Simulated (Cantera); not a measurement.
A closed system holds: 1 mol FeS₂, 1.3 mol H₂, 0.058 mol H₂O, held at 0.00133 bar.

Equilibrium computed with Cantera from the NASA thermochemical tables; the gas is ideal and each condensed phase is pure. Candidate condensed phases: Fe, FeO, Fe(OH)₂, Fe(OH)₃, FeS, FeSO₄, FeS₂, Fe₂O₃, Fe₂(SO₄)₃, Fe₃O₄, H₂O, H₂SO₄, S; 22 gas species. Metal and sulfide melt together well below either melting point, which pure phases cannot show. Mutual solubility and eutectic melting of coexisting phases are not modelled. FeS: taken at fixed stoichiometry. Gases not in the tables: S₃ to S₇. Rates play no part.

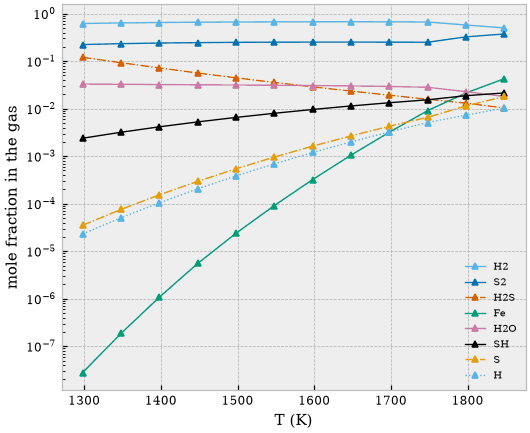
Equilibrium gas composition (values under 1e-9 drawn at 1e-9)

From 1298 K to 1448 K the condensed part is FeS(s). From 1498 K to 1748 K the condensed part is FeS(l). At 1798 K the condensed part is Fe(δ) + FeS(l). At 1848 K the condensed part is Fe(l). The main Fe-bearing gas is Fe throughout.
